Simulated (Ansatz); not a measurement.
# CH4B2O: two geometries relaxed

Aim: relax the geometries before and after the shift of H8 from B4 to C2, and see whether they are two minima and how far apart in energy. SMILES of the start: B=COB.

Program: Ansatz 0.2.0. Level of theory: RKS B3LYP/def2-mTZVP. These are calculated values, not measurements.

## 1. The starting structure

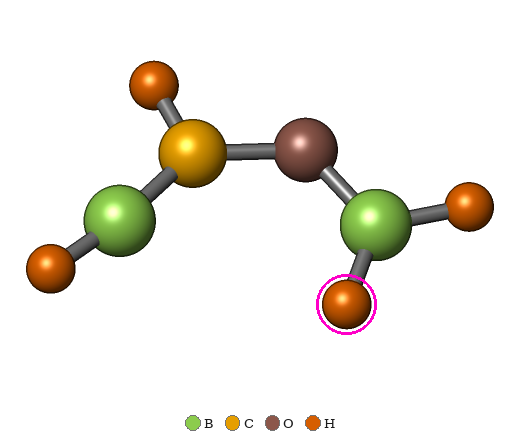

Start, viewed from a chosen angle; boron green, carbon amber, oxygen brown, hydrogen orange. Ringed: H8.

Structure file:

```xyz
8

B    -0.3389    1.6277    0.0770
C     0.5116    0.6761   -0.4764
O     0.6550   -0.6894   -0.3660
B    -0.1583   -1.4895    0.3049
H    -0.9590    2.5109    0.4583
H     1.2665    1.0758   -1.1625
H     0.1394   -2.6238    0.2935
H    -1.1163   -1.0878    0.8712
```

## 2. Relaxing end A

input.yaml

```yaml
crystal:
  periodic: [false, false, false]
  atoms:
    - { symbol: B, position_ang: [-0.33889, 1.62771, 0.07705] }
    - { symbol: C, position_ang: [0.51162, 0.67605, -0.47641] }
    - { symbol: O, position_ang: [0.655, -0.68935, -0.36601] }
    - { symbol: B, position_ang: [-0.15832, -1.48947, 0.30491] }
    - { symbol: H, position_ang: [-0.95899, 2.51086, 0.45828] }
    - { symbol: H, position_ang: [1.26649, 1.07583, -1.16254] }
    - { symbol: H, position_ang: [0.13939, -2.62382, 0.29353] }
    - { symbol: H, position_ang: [-1.1163, -1.08781, 0.87119] }
basis:
  gaussian: { orbitals: def2-mTZVP }
hamiltonian:
  xc: b3lyp
relax:
  f_tol: 0.02
  max_steps: 50
output:
  orbitals: {}
```

Launch:

```sh
> ansatz run input.yaml --threads 2 --pin off --max-ram 3072MiB --backend cpu --events-out ev --progress --plain --runs-dir out
```

Log, cut to the lines that bear on the results:

```text
Warning: RAYON_NUM_THREADS=2 ignored (pool sized by the plan → 2); use --threads N
[...]
Functional definition: B3LYP
[...]
948 factors; integrals over basis functions are off by at most 6.8e-4 eV
[...]
mean field -4501.55914637 eV, -165.4292473628 hartree, gradient 1.2e-5 eV, S^2 0.000000; 0 other end points of the search recorded, 0 dependent functions left out
[...]
reference -4501.55940972 eV, -165.4292570407 hartree; 14, 14 occupied and 79, 79 virtual orbitals, 948 factors
relax step   1: F+E_penalty+E_count = -4501.55914637 eV  Δ(F+E_penalty+E_count) = +0.000e0 eV  max|allowed force component| = 6.853e-1 eV/Å  Δτ_max = 0.0000 Å  (27 SCF iters, accepted)
[...]
relax step   3: F+E_penalty+E_count = -4501.60305786 eV  Δ(F+E_penalty+E_count) = -6.405e-3 eV  max|allowed force component| = 1.545e-1 eV/Å  Δτ_max = 0.0451 Å  (28 SCF iters, accepted)
[...]
relax step   5: F+E_penalty+E_count = -4501.60614003 eV  Δ(F+E_penalty+E_count) = +5.049e-5 eV  max|allowed force component| = 1.972e-1 eV/Å  Δτ_max = 0.0562 Å  (27 SCF iters, rejected (line search))
[...]
relax step   7: F+E_penalty+E_count = -4501.60963680 eV  Δ(F+E_penalty+E_count) = -6.478e-4 eV  max|allowed force component| = 2.634e-2 eV/Å  Δτ_max = 0.0372 Å  (29 SCF iters, accepted)
[...]
relax step   8: F+E_penalty+E_count = -4501.60960943 eV  Δ(F+E_penalty+E_count) = +2.737e-5 eV  max|allowed force component| = 6.813e-2 eV/Å  Δτ_max = 0.0218 Å  (28 SCF iters, rejected (line search))
[...]
relax step   9: F+E_penalty+E_count = -4501.60979141 eV  Δ(F+E_penalty+E_count) = -1.546e-4 eV  max|allowed force component| = 1.198e-2 eV/Å  Δτ_max = 0.0109 Å  (27 SCF iters, accepted)
948 factors; integrals over basis functions are off by at most 7.1e-4 eV
[...]
mean field -4501.60979141 eV, -165.4311085335 hartree, gradient 1.0e-5 eV, S^2 0.000000; 1 other end points of the search recorded, 0 dependent functions left out
[...]
reference -4501.61005230 eV, -165.4311181213 hartree; 14, 14 occupied and 79, 79 virtual orbitals, 948 factors
Total energy: -4501.61005230 eV, -165.4311181213 hartree
Atom 0 at    -0.345741     1.554331     0.076856 Å, force    -0.005614    -0.001332     0.003316 eV/Å
Atom 1 at     0.562265     0.680068    -0.517444 Å, force     0.008508    -0.006754    -0.002040 eV/Å
Atom 2 at     0.697803    -0.701146    -0.418444 Å, force    -0.011978     0.003710     0.005907 eV/Å
Atom 3 at    -0.156888    -1.458169     0.302551 Å, force     0.011942     0.004336     0.003658 eV/Å
Atom 4 at    -1.046164     2.376533     0.520153 Å, force    -0.000673    -0.000581    -0.002203 eV/Å
Atom 5 at     1.313955     1.112817    -1.176105 Å, force     0.000592    -0.000531    -0.001403 eV/Å
Atom 6 at     0.050072    -2.627385     0.339120 Å, force    -0.004550     0.000136    -0.005995 eV/Å
Atom 7 at    -1.075302    -0.937050     0.873313 Å, force     0.001773     0.001016    -0.001240 eV/Å
Dipole moment:    -0.110004     0.315616     0.039686 e Å
```

Wall time 18 s (2 threads of Arm Neoverse V1, shared host); peak memory 0.16 GiB.

The steps of the relaxation:

| step | energy from step 1 (eV) | largest force component (eV/Å) |
| --- | --- | --- |
| 1 | 0.0000 | 0.6853 |
| 2 | -0.0375 | 0.2635 |
| 3 | -0.0439 | 0.1545 |
| 4 | -0.0470 | 0.1366 |
| 5x | -0.0470 | 0.1972 |
| 6 | -0.0498 | 0.0280 |
| 7 | -0.0505 | 0.0263 |
| 8x | -0.0505 | 0.0681 |
| 9 | -0.0506 | 0.0120 |

Step 1 is the start. 2 steps were tried and not accepted (marked x).

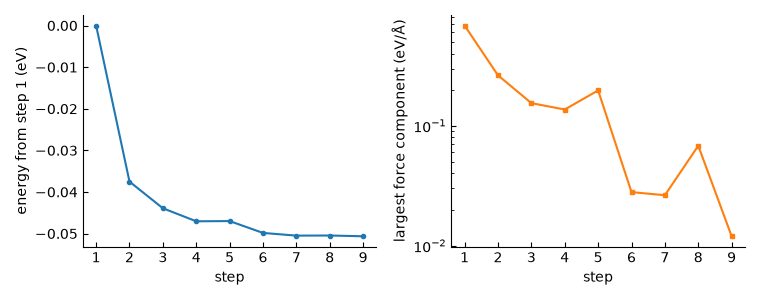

How energy and force went from step to step.

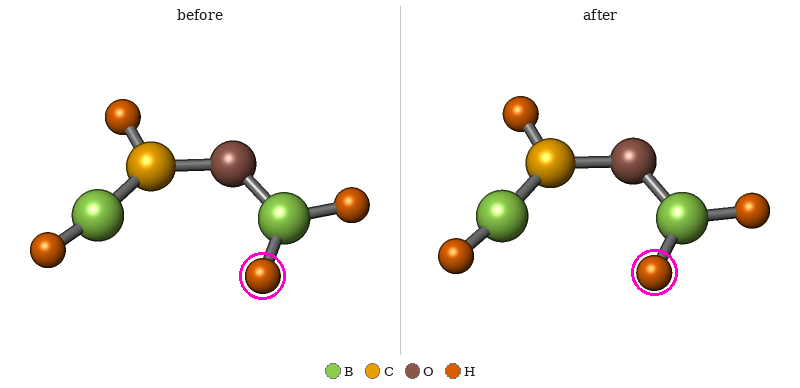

Before and after, at one scale.

After: Bond lengths: B1–C2 1.394 Å, C2–O3 1.391 Å, O3–B4 1.350 Å, B1–H5 1.168 Å, C2–H6 1.089 Å, B4–H7 1.188 Å, B4–H8 1.200 Å. Angles: B1–C2–O3 131.0°, B1–C2–H6 117.3°, O3–C2–H6 111.7°, C2–B1–H5 174.1°, C2–O3–B4 122.2°, O3–B4–H7 117.3°, O3–B4–H8 119.7°, H7–B4–H8 123.1°.

## 3. Relaxing end B

The second end starts from a geometry with the move made by hand.

input.yaml: that of step 2 with these lines changed.

```diff
@@ -10,3 +10,3 @@
     - { symbol: H, position_ang: [0.13939, -2.62382, 0.29353] }
-    - { symbol: H, position_ang: [-1.1163, -1.08781, 0.87119] }
+    - { symbol: H, position_ang: [-0.26784, 0.26034, 0.16213] }
 basis:
@@ -18,3 +18 @@
   max_steps: 50
-output:
-  orbitals: {}
```

Launch:

```sh
> ansatz run input.yaml --threads 2 --pin off --max-ram 3072MiB --backend cpu --events-out ev --progress --plain --runs-dir out
```

Log, cut to the lines that bear on the results:

```text
Warning: RAYON_NUM_THREADS=2 ignored (pool sized by the plan → 2); use --threads N
[...]
Functional definition: B3LYP
[...]
948 factors; integrals over basis functions are off by at most 6.7e-4 eV
[...]
mean field -4495.33651138 eV, -165.2005697445 hartree, gradient 2.9e-5 eV, S^2 0.000000; 0 other end points of the search recorded, 0 dependent functions left out
[...]
reference -4495.33676523 eV, -165.2005790735 hartree; 14, 14 occupied and 79, 79 virtual orbitals, 948 factors
relax step   1: F+E_penalty+E_count = -4495.33651138 eV  Δ(F+E_penalty+E_count) = +0.000e0 eV  max|allowed force component| = 7.210e0 eV/Å  Δτ_max = 0.0000 Å  (29 SCF iters, accepted)
[...]
relax step   4: F+E_penalty+E_count = -4499.93117584 eV  Δ(F+E_penalty+E_count) = -1.218e0 eV  max|allowed force component| = 1.980e0 eV/Å  Δτ_max = 0.1961 Å  (33 SCF iters, accepted)
[...]
relax step   7: F+E_penalty+E_count = -4501.40440488 eV  Δ(F+E_penalty+E_count) = -8.162e-2 eV  max|allowed force component| = 1.105e0 eV/Å  Δτ_max = 0.2000 Å  (32 SCF iters, accepted)
[...]
relax step  10: F+E_penalty+E_count = -4501.47660520 eV  Δ(F+E_penalty+E_count) = -2.407e-3 eV  max|allowed force component| = 1.584e-1 eV/Å  Δτ_max = 0.0163 Å  (28 SCF iters, accepted)
[...]
relax step  12: F+E_penalty+E_count = -4501.49211085 eV  Δ(F+E_penalty+E_count) = -9.010e-3 eV  max|allowed force component| = 2.956e-1 eV/Å  Δτ_max = 0.0378 Å  (27 SCF iters, accepted)
[...]
relax step  13: F+E_penalty+E_count = -4501.50406420 eV  Δ(F+E_penalty+E_count) = -1.195e-2 eV  max|allowed force component| = 3.572e-1 eV/Å  Δτ_max = 0.0449 Å  (28 SCF iters, accepted)
[...]
948 factors; integrals over basis functions are off by at most 7.6e-4 eV
mean field -4501.51832931 eV, -165.4277473635 hartree, gradient 7.0e-5 eV, S^2 0.000000; 0 other end points of the search recorded, 0 dependent functions left out
[...]
reference -4501.51858533 eV, -165.4277567721 hartree; 14, 14 occupied and 79, 79 virtual orbitals, 948 factors
```

## 4. More of the same log: end point B relaxed

The log, continued, cut to the lines that bear on the results:

```text
relax step  14: F+E_penalty+E_count = -4501.51832931 eV  Δ(F+E_penalty+E_count) = -1.427e-2 eV  max|allowed force component| = 3.733e-1 eV/Å  Δτ_max = 0.0453 Å  (27 SCF iters, accepted)
[...]
relax step  16: F+E_penalty+E_count = -4501.56842064 eV  Δ(F+E_penalty+E_count) = -2.778e-3 eV  max|allowed force component| = 9.364e-1 eV/Å  Δτ_max = 0.2000 Å  (31 SCF iters, accepted)
[...]
relax step  18: F+E_penalty+E_count = -4501.60264762 eV  Δ(F+E_penalty+E_count) = -8.168e-3 eV  max|allowed force component| = 2.336e-1 eV/Å  Δτ_max = 0.0929 Å  (31 SCF iters, accepted)
[...]
relax step  20: F+E_penalty+E_count = -4501.60979631 eV  Δ(F+E_penalty+E_count) = -4.379e-4 eV  max|allowed force component| = 2.891e-2 eV/Å  Δτ_max = 0.0395 Å  (29 SCF iters, accepted)
[...]
reference -4501.61021923 eV, -165.4311242558 hartree; 14, 14 occupied and 79, 79 virtual orbitals, 948 factors
Total energy: -4501.61021923 eV, -165.4311242558 hartree
Atom 0 at    -0.177477     1.733320    -0.066651 Å, force    -0.001797    -0.006921    -0.001742 eV/Å
Atom 1 at     0.697261     0.806296    -0.630949 Å, force     0.019597     0.004937     0.005265 eV/Å
Atom 2 at     0.763761    -0.577695    -0.500906 Å, force    -0.013263     0.007079     0.012028 eV/Å
Atom 3 at    -0.110397    -1.267325     0.262603 Å, force    -0.014178    -0.014185    -0.008535 eV/Å
Atom 4 at    -0.848850     2.593629     0.348488 Å, force     0.001614     0.000334    -0.004004 eV/Å
Atom 5 at     1.479651     1.187245    -1.285761 Å, force    -0.008063     0.002624    -0.003336 eV/Å
Atom 6 at     0.024237    -2.446519     0.316479 Å, force     0.004493     0.004790     0.000598 eV/Å
Atom 7 at    -0.979725    -0.680801     0.847637 Å, force     0.011596     0.001342    -0.000274 eV/Å
Dipole moment:    -0.093922     0.320479     0.033408 e Å
```

Run time: 43 s. Hardware: 2 threads of Arm Neoverse V1, shared host; peak memory 0.16 GiB.

Step by step:

| step | energy from step 1 (eV) | largest force component (eV/Å) |
| --- | --- | --- |
| 1 | 0.0000 | 7.2096 |
| 2 | -1.6115 | 5.5279 |
| 3 | -3.3762 | 3.4868 |
| 4 | -4.5947 | 1.9801 |
| 5 | -5.5450 | 1.3378 |
| 6 | -5.9863 | 0.8470 |
| 7 | -6.0679 | 1.1051 |
| 8 | -6.1238 | 0.3697 |
| 9 | -6.1377 | 0.1043 |
| 10 | -6.1401 | 0.1584 |
| 11 | -6.1466 | 0.2524 |
| 12 | -6.1556 | 0.2956 |
| 13 | -6.1676 | 0.3572 |
| 14 | -6.1818 | 0.3733 |
| 15 | -6.2291 | 0.6240 |
| 16 | -6.2319 | 0.9364 |
| 17 | -6.2580 | 0.3066 |
| 18 | -6.2661 | 0.2336 |
| 19 | -6.2728 | 0.0647 |
| 20 | -6.2733 | 0.0289 |
| 21 | -6.2733 | 0.0285 |
| 22 | -6.2734 | 0.0196 |

Step 1 is the start.

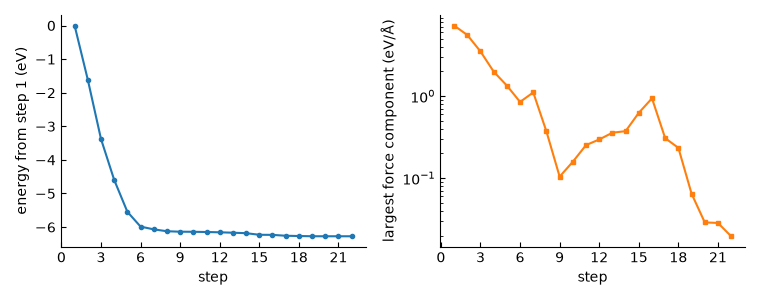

Energy and largest force along the relaxation.

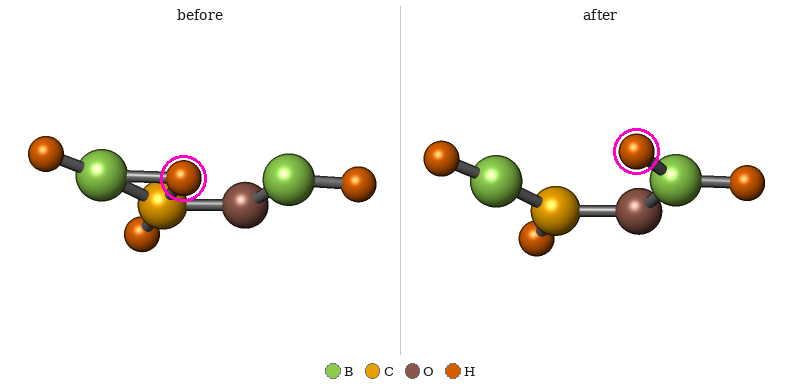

Before and after, at one scale.

After: Bond lengths: B1–C2 1.394 Å, C2–O3 1.392 Å, O3–B4 1.350 Å, B1–H5 1.168 Å, C2–H6 1.089 Å, B4–H7 1.188 Å, B4–H8 1.201 Å. Angles: B1–C2–O3 130.8°, B1–C2–H6 117.5°, O3–C2–H6 111.7°, C2–B1–H5 174.2°, C2–O3–B4 122.0°, O3–B4–H7 117.3°, O3–B4–H8 119.7°, H7–B4–H8 123.0°.

Pairs that crossed the distance rule for bonds on the way: came closer B4–H8; moved apart B1–H8, C2–H8.

## 5. Results

| quantity | value |
| --- | --- |
| end A | 6 moves, 0.051 eV lower |
| end B | 21 moves, 6.273 eV lower |
| largest difference between the ends | 0.04 Å |
| end B relative to end A | -0.000 eV |

What this shows: The two relaxations end at one structure, within 0.04 Å: no second minimum was found from this start, which doesn't rule one out.
